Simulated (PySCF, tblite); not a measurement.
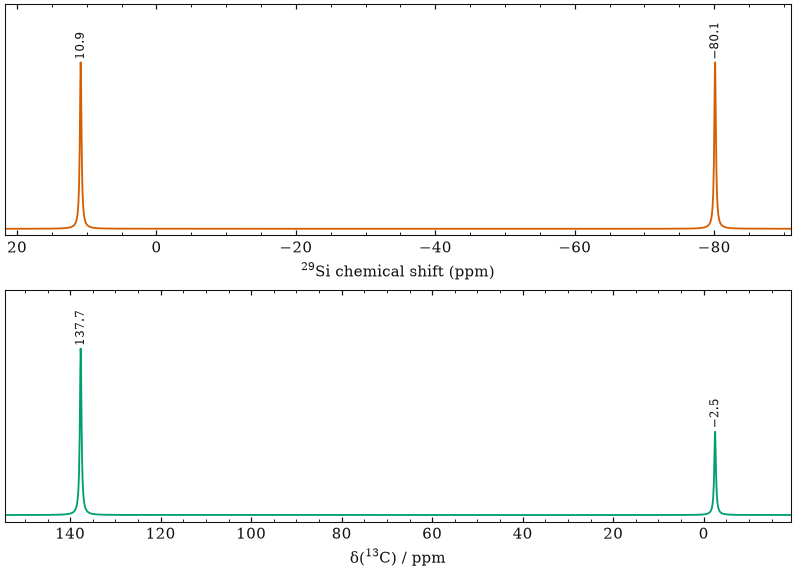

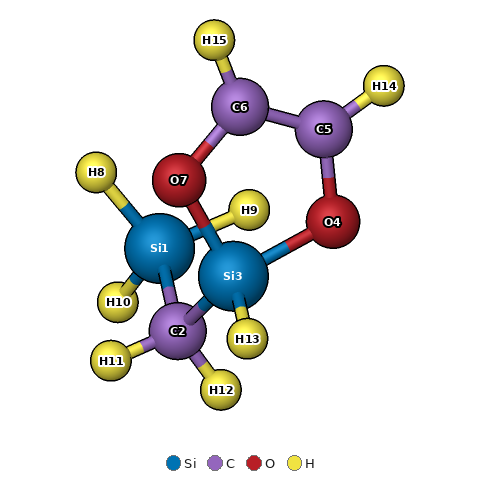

Spectrum and numbered structure of C₃H₈O₂Si₂, SMILES [SiH3]C[SiH]1OC=CO1. GIAO shifts, PBE0/pcSseg-1 with PySCF 2.14.0, at a GFN2-xTB geometry (a minimum by its frequencies), against TMS for ²⁹Si and TMS for ¹³C computed at the same level. Gas phase, fully decoupled, line heights follow the number of nuclei, widths are arbitrary (no quadrupolar broadening); values of one conformer, averaged over methyl-type rotors and exact or near symmetry; other conformers aren't averaged in.

Question: Assign the ²⁹Si signals to the numbered atoms.

Answer:
| δ (ppm) | nuclei | atoms |
| --- | --- | --- |
| 10.9 | 1 | Si3 |
| −80.1 | 1 | Si1 |

Question: Which atoms give which ¹³C line?

Answer:
| δ (ppm) | nuclei | atoms |
| --- | --- | --- |
| 137.7 | 2 | C5, C6 |
| −2.5 | 1 | C2 |

Caveats: the tight-binding geometry is rougher than a DFT one and adds to the error.
